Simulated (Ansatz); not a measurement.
**Cu2: density, localisation and related maps**

Input file:

```
crystal:
  periodic: [false, false, false]
  atoms:
    - {symbol: Cu, position_ang: [0.000000, 0.000000, -1.015152]}
    - {symbol: Cu, position_ang: [0.000000, 0.000000, 1.015152]}
basis:
  gaussian:
    orbitals: def2-TZVPD
hamiltonian:
  xc: pbe0
output:
  forces: true
  orbitals: {seedname: orbitals}
```

Command:

```sh
ansatz run input.yaml --threads 1 --pin off --max-ram 2610MiB --events-out events.jsonl --progress --plain --runs-dir runs
```

Geometry: B3LYP/6-31G*.

Theory: isolated molecule in a Gaussian basis; Kohn-Sham density functional theory, functional PBE0 in Ansatz 0.2.0.

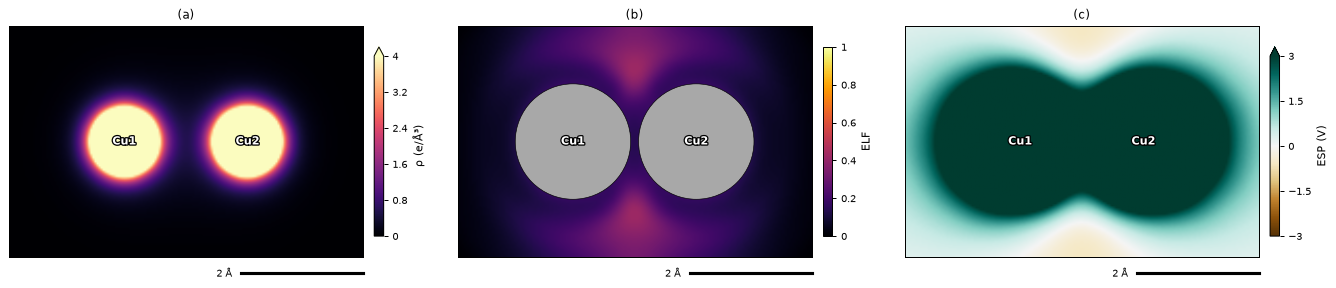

Figure 1. (a) electron density; (b) electron localisation function; (c) molecular electrostatic potential on a plane that holds the molecular axis. Grey discs cover the atomic cores in the ELF map.

### Read the bonding off the picture.

- The section cuts through Cu sites.
- Cu–Cu (2.03 Å): ρ at the midpoint is about 0.57 e/Å³; the ELF is about 0.15 at the midpoint.
- Outside the dense part of the molecule the potential is most negative (−0.6 V) near Cu1 and Cu2.

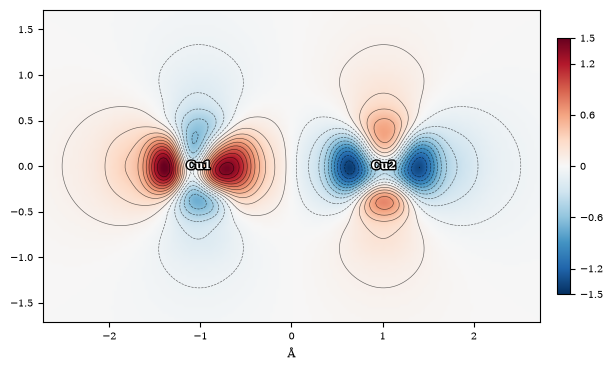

Figure 2. The HOMO−1 on a plane that holds the molecular axis (values in Å⁻³ᐟ²; the overall sign is arbitrary).

### What is the character of this orbital?

Its weight (Hirshfeld) is mainly on Cu1 (about 50 %) and Cu2 (about 50 %); it is of σ type; it is ungerade (odd under inversion). Its energy is −6.53 eV.
